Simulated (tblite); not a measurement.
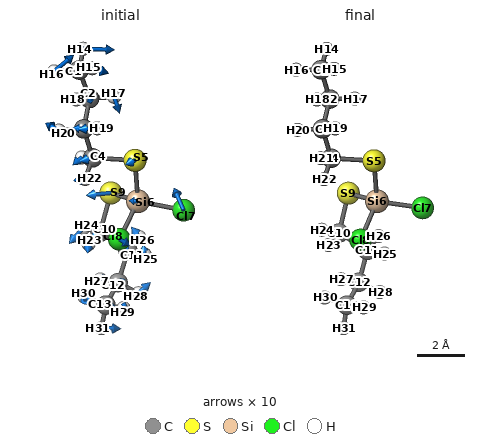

The structure of C$_{8}$H$_{18}$Cl$_{2}$S$_{2}$Si before (left) and after (right) a relaxation, at one scale. The blue arrows give the displacements, 10 times their true length.

The picture is a ball-and-stick view, seen from a free direction.

Computed with GFN2-xTB geometry optimisation, gas phase (tblite 0.8.0). 

Question: Describe what moved and what it gained.

Answer: After 61 geometry steps the energy has fallen by 3.24 kJ/mol. The largest move after the best rigid fit is that of H14, 0.14 Å. Largest moves by element: H 0.14 Å, Cl 0.13 Å, S 0.12 Å, C 0.08 Å, Si 0.04 Å. Some distances before and after: C4–S5 1.827 → 1.843 Å, C2–H18 1.106 → 1.092 Å, Si6–Cl8 2.049 → 2.037 Å, C1–C2 1.511 → 1.523 Å. The run took 2.6 s on 2 threads of Intel(R) Xeon(R) Platinum 8259CL CPU @ 2.50GHz (shared host).
